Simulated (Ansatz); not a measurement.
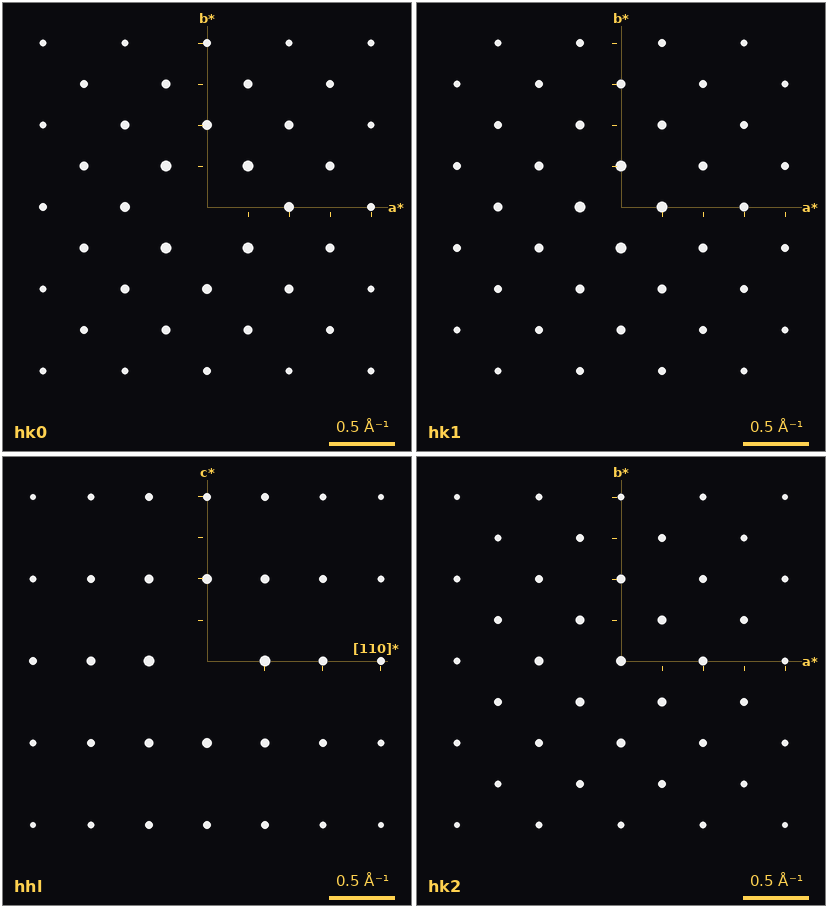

Four undistorted layers of reciprocal space, calculated for a single crystal (X-rays, kinematic |F|², B = 0.5 Å²). Tick marks count the reciprocal lattice steps of the conventional cell along each axis.

Question: What cell do the layers give?

Answer: a* = 0.319, b* = 0.319, c* = 0.319 Å⁻¹; the cell is cubic with a = 3.14 Å.

Question: Which reflection conditions do the layers show?

Answer: Reflections are present only under these conditions. hkl: h + k + l = 2n; hk0: h + k = 2n; hhl: l = 2n; h00: h = 2n. The lattice is body-centred (I).

Question: Which space groups fit?

Answer: The intensities have Laue symmetry m-3m (the hk0 layer shows 4mm, hk1 shows 4mm). With these conditions the candidates are I432 (No. 211), I-43m (No. 217), Im-3m (No. 229). Diffraction geometry alone does not choose among them; the structure has Im-3m. The compound is Mo. Structure: the input geometry of an electronic-structure calculation (not necessarily at equilibrium).
